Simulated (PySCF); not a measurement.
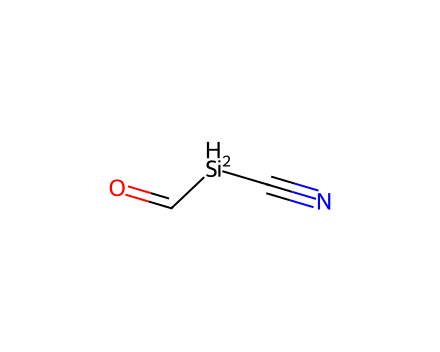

Structural formula above. The geometry was computed by an optimisation with PBE0-D3(BJ)/def2-SVP. No frequency run is at hand to confirm it as a minimum.

Describe the 3D structure.

It has 8 atoms: 2 carbon, 3 hydrogen, 1 nitrogen, 1 oxygen and 1 silicon (C2H3NOSi). Its SMILES string is `N#C[SiH2]C=O`. It has no ring. Among its groups: nitrile, Si–H bond. Coordination: 1 C linear; 1 Si tetrahedral; 1 C trigonal planar.

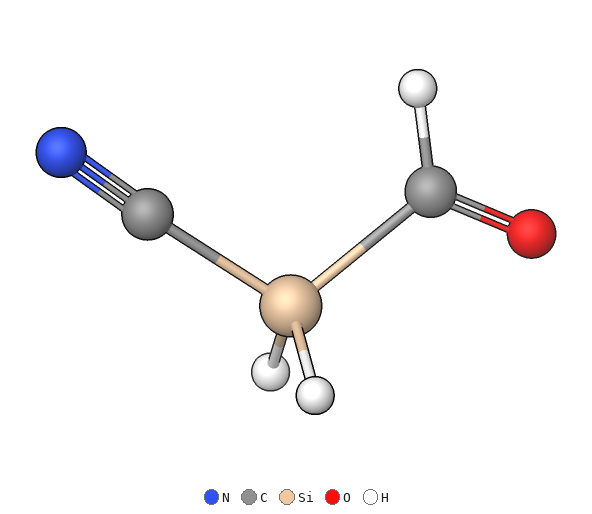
